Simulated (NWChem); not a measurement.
# KLi (Lithium Potassium): MP2/aug-pcseg-0

What is the vertical ionisation energy of KLi (Lithium Potassium) at MP2/aug-pcseg-0? 

The results are computed with NWChem 7.3.0.

5 further runs of the same task are left out: 5 set aside as unsound or not needed.

## (1) Starting point

KLi: 2 atoms, total charge 0, spin state singlet. SMILES: `[Li][K]`. The bond length is the measured one.

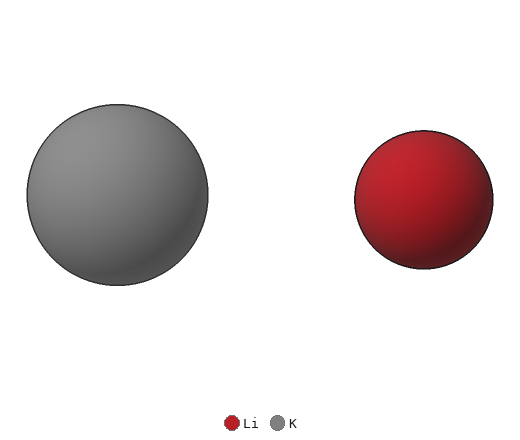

Viewed from a chosen angle; lithium red, potassium grey.

## (2) The energy at MP2/aug-pcseg-0

Input file kli.nw:

```
start kli
title "KLi"
memory stack 880 mb heap 220 mb global 1100 mb
charge 0

geometry noautosym nocenter noautoz
  Li     0.000000     0.000000     0.000000
  K      0.000000     0.000000     3.270000
end

basis spherical bse
  * library aug-pcseg-0
end

scf
  thresh 1e-08
  maxiter 80
  noprint "final vectors analysis"
end

mp2
  freeze core 5
  tight
end

task mp2
```

Command:

```sh
$ nwchem kli.nw > kli.out
```

What it wrote:

```text
[...]
  functions       =    38
[...]
  wavefunction    = RHF
[...]
         Total SCF energy =   -605.366182561701
      One-electron energy =   -848.205333341006
      Two-electron energy =    233.614960200411
 Nuclear repulsion energy =      9.224190578894
        Time for solution =      0.6s
[...]
          Total MP2 energy          -605.412065881513
[...]
```

Run time: 1.4 s. Hardware: 1 thread of Intel Xeon 6975P-C (Granite Rapids), shared host; peak memory 0.099 GiB.

## (3) The doublet cation, same level

Input file kli.xyz:

```xyz
2

Li     0.000000     0.000000     0.000000
K      0.000000     0.000000     3.270000
```

Input file kli.nw:

```
start kli
memory total 2200 mb
charge 1

geometry units angstrom noautosym nocenter noautoz
  load kli.xyz
end

basis spherical bse
  * library aug-pcseg-0
end

scf
  doublet
  uhf
  thresh 1e-08
  maxiter 80
  print low
end

mp2
  freeze core 5
  tight
end

task mp2 energy
```

Command:

```sh
$ nwchem kli.nw > kli.out
```

What it wrote:

```text
[...]
  functions       =    38
[...]
  wavefunction    = UHF
[...]
         Total SCF energy =   -605.229045142075
      One electron energy =   -844.432049649357
      Two electron energy =    229.978813928388
 Nuclear repulsion energy =      9.224190578894
                       Sz =      0.5000
                 Sz(Sz+1) =      0.7500
                      S^2 =      0.7501
[...]
          Total MP2 energy          -605.255422345954
[...]
```

Run time: 1.7 s. Hardware: 1 thread of Intel Xeon 6975P-C (Granite Rapids), shared host; peak memory 0.099 GiB.

## (4) Summary of results

At MP2/aug-pcseg-0, 5 core orbitals frozen:

| quantity | value |
| --- | --- |
| singlet KLi: total energy | -605.41207 Eh |
| singlet KLi: correlation energy (5 core orbitals frozen) | -45.9 mEh |
| doublet cation: total energy | -605.25542 Eh |
| doublet cation: correlation energy (5 core orbitals frozen) | -26.4 mEh |
| doublet cation: ⟨S²⟩ of the reference determinant | 0.750 |
| vertical ionisation energy (to the doublet cation) | 4.262 eV |

Removing an electron at fixed nuclei costs 4.26 eV (411 kJ/mol).
